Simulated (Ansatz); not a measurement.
# Lattice dynamics of Y3PbC (Pm-3m)

The cell of Y3PbC (Pm-3m) is at rest. What are its phonons? After the zone centre comes a 2×2×2 q mesh on a 8×8×8 k mesh.

Calculated with Ansatz 0.2.0; DFT PBEsol, scalar-relativistic, plane waves, PAW; PAW set soft_1.

## 1. The starting structure

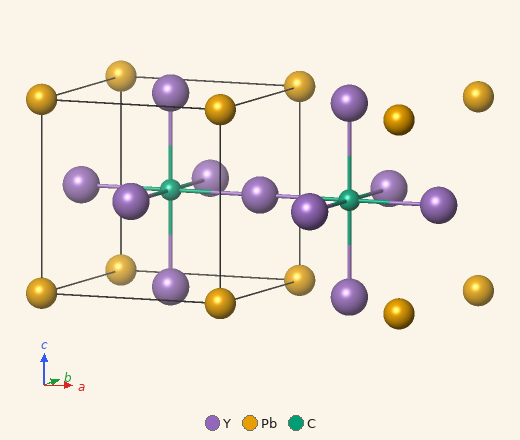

The cell as given, slightly off an axis (yttrium purple, lead orange, carbon teal). 2×1×1 cells are drawn. Some periodic images of atoms are drawn too.

## 2. Modes at Γ

The cell comes from relaxations at this level that are not shown. The zone centre comes first: it holds the modes that light can see, as far as symmetry allows. No field response is asked, since the mesh shows no gap.

Input file input.yaml:

```yaml
crystal:
  lattice:
    - [4.8575543627, 0.0, 0.0]
    - [0.0, 4.8575543627, 0.0]
    - [0.0, 0.0, 4.8575543627]
  atoms:
    - { symbol: "Y", position: [0.5, 0.0, 0.5] }
    - { symbol: "Y", position: [0.0, 0.5, 0.5] }
    - { symbol: "Y", position: [0.5, 0.5, 0.0] }
    - { symbol: Pb, position: [0.0, 0.0, 0.0] }
    - { symbol: C, position: [0.5, 0.5, 0.5] }
kpoints:
  mp_grid: { grid: [8, 8, 8] }
hamiltonian:
  xc: pbesol
  pseudopotentials: { kind: paw, azcp: { folder: soft_1 }, xc_functional: pbe }
scf:
  occupations: { method: methfessel_paxton, width: 0.2 }
output:
  eigenvalues: true
phonons:
  method: dfpt
```

Run with:

```sh
> ansatz run input.yaml --threads 4 --pin off --max-ram 10240MiB --backend cpu --events-out ev --progress --plain --runs-dir out
```

Numbers of over 12 decimals in the logs are rounded to 6 here.

The log of the run:

```text
zone centre: on kpoints.mp_grid the ground state, and the responses unless they are solved on pairs of k-points, stand on 125 of the mesh's 512 k-points, reduced under 8 symmetry operations, with k and −k counted as one. Each operation leaves every solved displacement unchanged or reverses it
Engine: ansatz 0.2.0, x86_64-unknown-linux-gnu
Pseudopotentials: kind: paw
Pseudopotential: Y, paw, valence charge 11, recommended cutoff 420 eV (normal), soft_1/Y.paw.azcp
Pseudopotential: Pb, paw, valence charge 14, recommended cutoff 420 eV (normal), soft_1/Pb.paw.azcp
Pseudopotential: C, paw, valence charge 4, recommended cutoff 420 eV (normal), soft_1/C.paw.azcp
Functional definition: PBEsol
  exchange = pbesol_x
  correlation = pbesol_c
Crystal: 5 atoms, lattice volume = 114.618 Å³
Basis set: ecut = 420 eV, 2205 PW (Γ), exchange–correlation on 72×72×72 points (8 copies of the dense FFT grid, shifted against one another)
Bands: 31, of which v1, the nominal top of the filled ones, is band 26 counted from 1 (25 counted from 0)
Symmetry: 48 space group operations
k-points: 125 of 512 (irreducible under 8 space group operations)
Non-local potential: Y, projectors of the file, l = 0: 3, l = 1: 2, l = 2: 2, l = 3: 1
Non-local potential: Pb, projectors of the file, l = 0: 2, l = 1: 2, l = 2: 2, l = 3: 1
Non-local potential: C, projectors of the file, l = 0: 2, l = 1: 2, l = 2: 1
PAW form: soft (Blöchl's): semilocal exchange-correlation on the pseudo side does not see the compensation charge
PAW frozen core: Y, regenerated for the run's functional, and the local potential with it (the file was generated under x = pbe(κ = 0.804, μ = 0.219515), c = pbe(β = 0.066725))
PAW frozen core: Pb, regenerated for the run's functional, and the local potential with it (the file was generated under x = pbe(κ = 0.804, μ = 0.219515), c = pbe(β = 0.066725))
PAW frozen core: C, regenerated for the run's functional, and the local potential with it (the file was generated under x = pbe(κ = 0.804, μ = 0.219515), c = pbe(β = 0.066725))
PAW one-centre angular grid: Y, 590 points (default); XC on 64 Gauss nodes
PAW one-centre angular grid: Pb, 590 points (default); XC on 64 Gauss nodes
PAW one-centre angular grid: C, 110 points (default); XC on 64 Gauss nodes
Initial density: superposition of atomic densities (chi_scale 0.1, normalization cell, long waves kept (reshape's long-wave potential 0.00 eV rms))
Initial wavefunctions: pseudopotential atomic-orbital guess
Functional: x = pbesol(κ = 0.804, μ = 0.123457), c = pbesol(β = 0.046)
SCF iter   1: F=—  HF=-23397.244879 eV  |F-HF|=—  |Δ(HF+E_count)|=         —  Δρ=7.10e-2  dr2=1.82e1  ethr=3.10e-3  ⟨swp⟩=5.7  Hψ=15659  notcnv=0
preconditioner: auto → Kerker (q_TF=auto, 2.384 Å⁻¹)  [metal: Δε(μ)=0.022 eV  Ē_g=8.393 eV  σ=0.200 eV  W_gap=0.09  n_scr=26 (ndim 8)  ℏωp=18.0 eV  f_vac=0.000  D(μ)=2.16/eV (n_scr^D=18)]
SCF iter   2: F=—  HF=-23393.654418 eV  |F-HF|=—  |Δ(HF+E_count)|=    3.59e0  S|Δr|=    0.00e0  Δρ=3.17e-2  dr2=4.47e0  ethr=3.10e-3  ⟨swp⟩=2.9  Hψ=7612  notcnv=0  defer=18
SCF iter   3: F=—  HF=-23392.543356 eV  |F-HF|=—  |Δ(HF+E_count)|=    1.11e0  S|Δr|=    0.00e0  Δρ=1.31e-2  dr2=7.10e-1  ethr=3.10e-3  ⟨swp⟩=2.9  Hψ=7487  notcnv=0  defer=24
SCF iter   4: F=—  HF=-23392.331710 eV  |F-HF|=—  |Δ(HF+E_count)|=   2.12e-1  S|Δr|=    0.00e0  Δρ=2.92e-3  dr2=1.09e-2  ethr=1.39e-3  ⟨swp⟩=6.1  Hψ=26236  notcnv=0
automatic band count: the SCF goes on with 36 bands, as 31 were too few: they end inside the smearing window of the response
SCF iter   5: F=—  HF=-23392.330423 eV  |F-HF|=—  |Δ(HF+E_count)|=   1.29e-3  S|Δr|=    0.00e0  Δρ=1.06e-3  dr2=2.40e-3  ethr=2.15e-5  ⟨swp⟩=2.0  Hψ=6450  notcnv=0
SCF iter   6: F=—  HF=-23392.330025 eV  |F-HF|=—  |Δ(HF+E_count)|=   3.99e-4  S|Δr|=    0.00e0  Δρ=2.70e-4  dr2=9.01e-5  ethr=4.71e-6  ⟨swp⟩=2.6  Hψ=5697  notcnv=0
SCF iter   7: F=—  HF=-23392.330011 eV  |F-HF|=—  |Δ(HF+E_count)|=   1.38e-5  S|Δr|=    0.00e0  Δρ=4.27e-5  dr2=2.34e-6  ethr=1.77e-7  ⟨swp⟩=2.0  Hψ=5158  notcnv=0
SCF iter   8: F=—  HF=-23392.330011 eV  |F-HF|=—  |Δ(HF+E_count)|=   1.84e-7  S|Δr|=    0.00e0  Δρ=1.11e-5  dr2=1.54e-7  ethr=4.59e-9  ⟨swp⟩=2.2  Hψ=5484  notcnv=0
SCF iter   9: F=—  HF=-23392.330011 eV  |F-HF|=—  |Δ(HF+E_count)|=   1.44e-8  S|Δr|=    0.00e0  Δρ=2.20e-6  dr2=6.05e-9  ethr=3.02e-10  ⟨swp⟩=1.7  Hψ=5206  notcnv=0
SCF iter  10: F=—  HF=-23392.330011 eV  |F-HF|=—  |Δ(HF+E_count)|=  2.40e-10  S|Δr|=    0.00e0  Δρ=5.30e-7  dr2=2.88e-10  ethr=1.19e-11  ⟨swp⟩=2.1  Hψ=5448  notcnv=0
SCF iter  11: F=—  HF=-23392.330011 eV  |F-HF|=—  |Δ(HF+E_count)|=  3.27e-11  S|Δr|=    0.00e0  Δρ=1.69e-7  dr2=3.27e-11  ethr=1.00e-12  ⟨swp⟩=2.1  Hψ=5803  notcnv=0
SCF iter  12: F=-23392.330011 eV  HF=-23392.330011 eV  |F-HF|=7.28e-12  |Δ(HF+E_count)|=  3.64e-12  S|Δr|=    0.00e0  Δρ=3.37e-8  dr2=1.87e-12  ethr=1.00e-12  ⟨swp⟩=10.0  Hψ=21005  notcnv=0
SCF 1 converged in 12 iterations: F = -23392.330011 eV  dr2 = 1.87e-12
  greatest PAW one-centre occupation: 0.992 electrons in one spin orbital (limit 2), on the Y atom at site 1 (counted from 0), in its partial waves of l = 0
DFPT response loops at Γ: preconditioner auto → Kerker (q_TF=auto, 2.384 Å⁻¹) (partly filled bands, converged f_vac=0.000); β = 1.00, the filter's whole step (`scf.mixing.beta` (0.50) is not read by the response loops under this deck's `scf.mixing.preconditioner`; to damp them name `kerker` or `kerker_dos`, under which they read `scf.mixing.beta`, and type it under 1.00, their step now; both keys bind the ground state too); Broyden in place of MSR1
SCF converged after 12 iterations
Stability not checked: this state was not tested for a lower state beside it, because cold or Methfessel-Paxton smearing, or corrected tetrahedra, fill the levels in a way that the test cannot read (fill_not_monotonic; see scf.lower_state_search)
Free energy (F): -23392.330011 eV
Harris-Foulkes:  -23392.330011 eV  (|F-HF|=7.28e-12)
Internal energy: -23392.326113 eV  (E = F + TS)
E sigma→0 (E₀):  -23392.329036 eV
Entropy (-TS):   -0.003898 eV (-0.780 meV/atom)
Fermi energy:    11.994705 eV
--- Per-component energies (eV) ---
  E_band       = -278.059554
  E_kinetic    = 1334.912048
  E_local      = -2610.658215  (includes V_loc(G=0)·N_el)
  E_nonlocal   = 415.710255
  E_hartree    = 900.488055
  E_xc         = -784.360489
  E_vxc        = -813.596026  (∫ρ·V_xc dr)
  E_paw        = -18635.545784  (= ΣΔE_a)
  E_vpaw       = -405.403780  (= ΣTr[D̂ρ^β])
  E_aug_tail   = 0.000073  (compensation charges beyond the density's cutoff)
  E_ewald      = -4013.401646
  E_core_change = 0.529591  (= ΣΔE_core)
  E_smearing   = -0.003898  (= −TS)
  E_closure    = 0.000000  (closes the sum)
  Σ components = -23392.330011   (vs F -23392.330011, Δ=0.00e0)
--- Band table (eV; the first three rows and the last of 125) ---
  k-point 0: bands = [... 22 lower, 10.8542, 10.8542, 11.3407, 11.3407, 11.3407, 12.5623, 12.5623, 12.5623, ... 6 higher]
  k-point 1: bands = [... 22 lower, 10.9462, 11.1202, 11.1202, 11.1378, 11.3871, 11.9297, 12.8954, 12.8954, ... 6 higher]
  k-point 2: bands = [... 22 lower, 10.6107, 10.8193, 10.8193, 11.3312, 11.5118, 12.1180, 13.5395, 13.5395, ... 6 higher]
  k-point 124: bands = [... 22 lower, 10.2007, 10.2007, 10.2007, 12.8730, 12.8730, 12.8730, 13.4579, 13.4579, ... 6 higher]
--- Phonons (Γ-DFPT): 4 representative perturbations + reference, on 125 of 512 k-points (Σ response iterations 12) ---
  k mesh reduced under 8 symmetry operations, with k and −k counted as one. Each operation leaves every solved displacement unchanged or reverses it
  ASR residual: 1.169e-5 → 0.000e0 eV/Å²; symmetrization residual: 3.564e-6 eV/Å²
  ASR residual per site (eV/Å²): 8.88e-6 8.88e-6 8.88e-6 7.30e-6 1.17e-5
  Γ frequencies (cm⁻¹): 0.00 0.00 0.00 90.16 90.16 90.16 139.14 139.14 139.14 195.31 195.31 195.31 416.07 416.07 416.07
  non-analytic LO–TO correction: not included (Born effective charges unavailable; polar crystals: no LO–TO splitting at Γ)
```

Run time: 41 s. Hardware: 4 threads of Intel Xeon Platinum 8488C (Sapphire Rapids), shared host; peak memory 1.8 GiB.

Numbers from this step:

```yaml
volume_per_atom: 22.92 Å³
gap_on_the_k_mesh: 0 eV
sum_rule_residual_before_enforcement: 1.17e-5 eV/Å²
point_group: m-3m
highest_optical_mode_at_the_zone_centre_no_lo_to_term: 416.1 cm⁻¹
lowest_optical_zone_centre_mode: 90.16 cm⁻¹
```

Patterns of degenerate modes are one choice out of their space. The modes at Γ (shares of kinetic energy by element, %):

```csv
mode,frequency (cm⁻¹),symmetry,Y %,Pb %,C %
1,0.0,acoustic,55,43,2
2,0.0,acoustic,55,43,2
3,0.0,acoustic,55,43,2
4,90.2,T1u,42,57,1
5,90.2,T1u,42,57,1
6,90.2,T1u,42,57,1
7,139.1,T2u,100,0,0
8,139.1,T2u,100,0,0
9,139.1,T2u,100,0,0
10,195.3,T1u,97,0,3
11,195.3,T1u,97,0,3
12,195.3,T1u,97,0,3
13,416.1,T1u,6,0,94
14,416.1,T1u,6,0,94
15,416.1,T1u,6,0,94
```

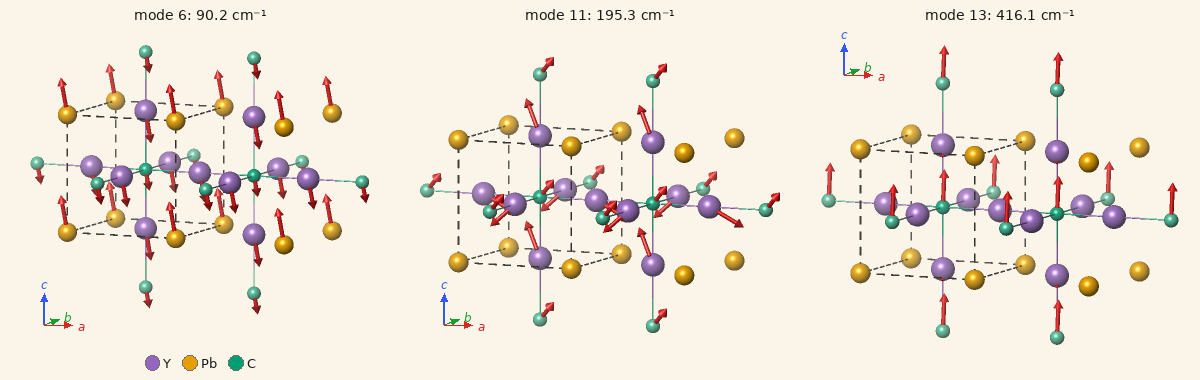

Displacement patterns of modes 6, 11 and 13 at Γ; arrows are exaggerated. 2×1×1 cells are drawn. Some periodic images of atoms are drawn too.

Before it was imposed, the acoustic sum rule was missed by 1.2e-5 eV/Å². Small misses are needed for a sound result but don't prove that mesh and cutoff are converged. The lowest optical mode is real, 90.2 cm⁻¹.

## 3. Phonons on a q mesh

Stability and thermal properties need the whole zone. Linear response on a 2×2×2 q mesh gives force constants as far as a supercell of that size would.

input.yaml, as its differences from that of step 2:

```diff
@@ -22 +22,8 @@
   method: dfpt
+  qmesh: [2, 2, 2]
+  temperatures: { t_max: 1000, t_step: 50 }
+  qpath:
+    path:
+      - [[0.0, 0.0, 0.0], [0.0, 0.5, 0.0], [0.5, 0.5, 0.0], [0.0, 0.0, 0.0], [0.5, 0.5, 0.5], [0.0, 0.5, 0.0]]
+      - [[0.5, 0.5, 0.5], [0.5, 0.5, 0.0]]
+    npoints: 10
```

The log of the run:

```text
[...]
Crystal: 5 atoms, lattice volume = 114.618 Å³
Basis set: ecut = 420 eV, 2205 PW (Γ), exchange–correlation on 72×72×72 points (8 copies of the dense FFT grid, shifted against one another)
Bands: 31, of which v1, the nominal top of the filled ones, is band 26 counted from 1 (25 counted from 0)
Symmetry: 48 space group operations
k-points: 35 of 512
[...]
SCF iter   1: F=—  HF=-23397.244597 eV  |F-HF|=—  |Δ(HF+E_count)|=         —  Δρ=7.10e-2  dr2=1.82e1  ethr=3.10e-3  ⟨swp⟩=5.8  Hψ=4399  notcnv=0
[...]
SCF iter  12: F=-23392.330011 eV  HF=-23392.330011 eV  |F-HF|=0.00e0  |Δ(HF+E_count)|=  7.28e-12  S|Δr|=    0.00e0  Δρ=3.64e-8  dr2=2.02e-12  ethr=1.00e-12  ⟨swp⟩=10.0  Hψ=5969  notcnv=0
SCF 1 converged in 12 iterations: F = -23392.330011 eV  dr2 = 2.02e-12
[...]
phonons: the bands overlap, so this run is a metal and interpolates without the dipole-dipole term. If the crystal is really an insulator or semiconductor, its LO-TO splitting is missing
NSCF: frozen V_eff on 35 k-points
[...]
DFPT response loops at q = (0, 0, 0) (fractional): preconditioner auto → Kerker (q_TF=auto, 2.384 Å⁻¹) (partly filled bands, converged f_vac=0.000); β = 1.00, the filter's whole step (`scf.mixing.beta` (0.50) is not read by the response loops under this deck's `scf.mixing.preconditioner`; to damp them name `kerker` or `kerker_dos`, under which they read `scf.mixing.beta`, and type it under 1.00, their step now; both keys bind the ground state too); Broyden in place of MSR1
[...]
SCF converged after 12 iterations
[...]
Free energy (F): -23392.330011 eV
[...]
Internal energy: -23392.326113 eV  (E = F + TS)
E sigma→0 (E₀):  -23392.329036 eV
Entropy (-TS):   -0.003898 eV (-0.780 meV/atom)
Fermi energy:    11.994705 eV
[...]
--- Band table (eV; the first three rows and the last of 35) ---
  k-point 0: bands = [... 22 lower, 10.8542, 10.8542, 11.3407, 11.3407, 11.3407, 12.5623, 12.5623, 12.5623, ... 6 higher]
  k-point 1: bands = [... 22 lower, 10.9462, 11.1202, 11.1202, 11.1378, 11.3871, 11.9297, 12.8954, 12.8954, ... 6 higher]
  k-point 2: bands = [... 22 lower, 10.6107, 10.8193, 10.8193, 11.3312, 11.5118, 12.1180, 13.5395, 13.5395, ... 6 higher]
  k-point 34: bands = [... 22 lower, 10.2007, 10.2007, 10.2007, 12.8730, 12.8730, 12.8730, 13.4579, 13.4579, ... 6 higher]
--- Phonons (Γ-DFPT): 4 representative perturbations + reference (Σ response iterations 12) ---
  ASR residual: 2.868e-5 → 0.000e0 eV/Å²; symmetrization residual: 3.531e-6 eV/Å²
  ASR residual per site (eV/Å²): 7.28e-6 7.28e-6 7.28e-6 2.87e-5 5.21e-6
[...]
--- Phonons (arbitrary-q DFPT): 4 irreducible q on the 2×2×2 mesh ---
  q = [0.0000, 0.0000, 0.0000] (star 1, of the zone-centre solve; hermiticity 6.30e-7, symmetrization 8.42e-13): -0.00 0.00 0.00 90.16 90.16 90.16 139.14 139.14 139.14 195.31 195.31 195.31 416.07 416.07 416.07
  q = [0.0000, 0.0000, -0.5000] (star 3, 9 solved perturbations in 975 linear systems a pass and spin channel, the states on 125 of 512 k-point pairs; hermiticity 4.63e-7, symmetrization 1.33e-12): 67.93 67.93 78.01 92.16 92.16 102.90 125.12 130.21 130.21 182.63 182.63 207.05 398.36 398.36 499.11
[...]
sum rule: each row above includes the acoustic sum rule's correction from the zone centre's row sums; it moved no ω² by more than (0.34 cm⁻¹)²
  mesh force constants: q→R imaginary residual 3.65e-18; ASR residual 2.868e-5 → 0.000e0 eV/Å²; symmetrization residual 1.243e-14 eV/Å²
  interpolated dispersion: 62 rows × 15 modes
  density of states and harmonic sums: on the 14×14×14 q-mesh, interpolated from the force constants of a 2×2×2 supercell (no non-analytic term)
  largest difference from the sums on the solved wave vectors: F 8.01e-2 eV, S 1.12e-4 and C_V 3.22e-5 eV/K
  zero-point energy: 0.174132 eV/cell   skipped modes (ω ≤ 0): 3   left out of the sums: 7.29e-5 of the cell's modes: C_V's classical limit lies that fraction below 3 k_B per atom; for a crystal, a wire or a layer, F and S can be off by more, and a phonons.interpolated_qmesh denser along its periods is the remedy for the sampling
```

The job ended after 3 min (4 threads; peak memory 1.5 GiB; 11 min of CPU time).

Numbers from this step:

```
sum-rule residual before enforcement                       : 2.87e-5 eV/Å²
lowest frequency on the path                               : 0 cm⁻¹
highest frequency on the path or at a solved wavevector    : 499.1 cm⁻¹
mean frequency                                             : 187.3 cm⁻¹
Debye temperature (second moment)                          : 431 K
logarithmic mean frequency                                 : 148.2 cm⁻¹
lowest mode on the q mesh (acoustic modes at Γ apart)      : 50.7 cm⁻¹
zero-point energy per atom                                 : 34.83 meV
heat capacity at 300 K                                     : 22.76 J/(mol atoms K)
vibrational entropy at 300 K                               : 34.65 J/(mol atoms K)
edges of the widest gap between branches, on path and mesh : 260.7, 398.4 cm⁻¹
```

Frequencies (cm⁻¹) solved at each irreducible wavevector; negative means imaginary. Frequencies by wavevector, by row:

| q in reciprocal lattice units | star | mode 1 | mode 2 | mode 3 | mode 4 | mode 13 | mode 14 | mode 15 |
| --- | --- | --- | --- | --- | --- | --- | --- | --- |
| 0 0 0 | 1 | 0 | 0 | 0 | 90.2 | 416.1 | 416.1 | 416.1 |
| 0 0 -0.5 | 3 | 67.9 | 67.9 | 78 | 92.2 | 398.4 | 398.4 | 499.1 |
| 0 -0.5 -0.5 | 3 | 50.7 | 70.5 | 70.5 | 74.6 | 411.8 | 478.3 | 478.3 |
| -0.5 -0.5 -0.5 | 1 | 71.1 | 71.1 | 71.1 | 73.3 | 474 | 474 | 474 |

Interpolated from a 2×2×2 q mesh. Phonon branches along the path, in cm⁻¹:

```
    point  branch 1  branch 2  branch 3  branch 4  branch 12  branch 13  branch 14  branch 15
        Γ         0         0         0        90        195        416        416        416
        X        68        68        78        92        207        398        398        499
        M        51        70        70        75        235        412        478        478
        Γ         0         0         0        90        195        416        416        416
        R        71        71        71        73        261        474        474        474
        X        68        68        78        92        207        398        398        499
jump to R        71        71        71        73        261        474        474        474
        M        51        70        70        75        235        412        478        478
```

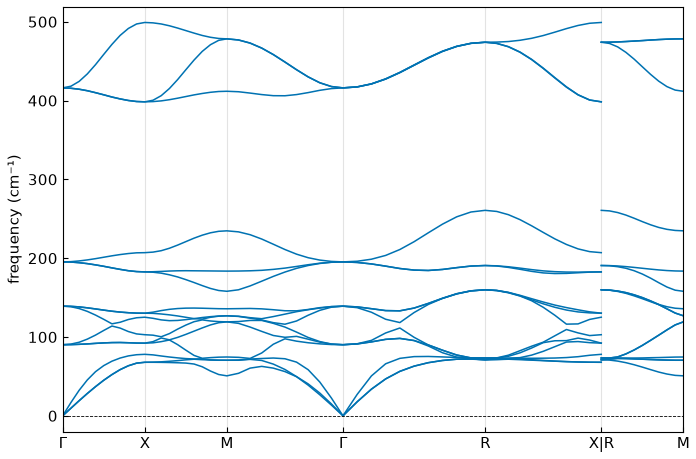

Phonon branches along the path.

The phonon density of states has structure finer than the step of the table below, so its rows give means over 20 cm⁻¹, whole bins alone (the curve runs from 2.5 to 502 cm⁻¹). Peaks (cm⁻¹: height): 72.5: 0.282, 97.5: 0.131, 132.5: 0.170, 182.5: 0.166, 407.5: 0.0508.

Tetrahedra on a 14×14×14 mesh, mean over bins of 5 cm-1. Interpolated from a 2×2×2 q mesh. Table of phonon density of states by wavenumber; means over each step:

| wavenumber (cm⁻¹) | phonon density of states (1/cm⁻¹/cell) |
| --- | --- |
| 20 | 0.00159 |
| 40 | 0.00941 |
| 60 | 0.0839 |
| 80 | 0.0968 |
| 100 | 0.0907 |
| 120 | 0.0659 |
| 140 | 0.0920 |
| 160 | 0.0144 |
| 180 | 0.0827 |
| 200 | 0.0242 |
| 220 | 0.0238 |
| 240 | 0.0129 |
| 260 | 0.00173 |
| 280 | 0 |
| 300 | 0 |
| 320 | 0 |
| 340 | 0 |
| 360 | 0 |
| 380 | 0 |
| 400 | 0.0180 |
| 420 | 0.0376 |
| 440 | 0.0263 |
| 460 | 0.0309 |
| 480 | 0.0339 |

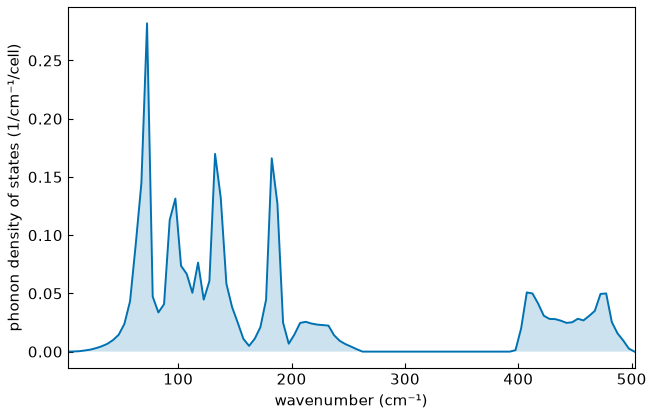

Phonon density of states, plotted against wavenumber.

(Part 1 of 2 ends here.)

[Logs are printed without paths, hosts, clocks, repeated set-up lines and the standing remarks that a program may print on its own settings, such as how far it seeks lower states.]

[Hosts, paths, dates, database ids (printed as entryN), source tags and the programs' standing remarks are cut or masked in the printed files.]
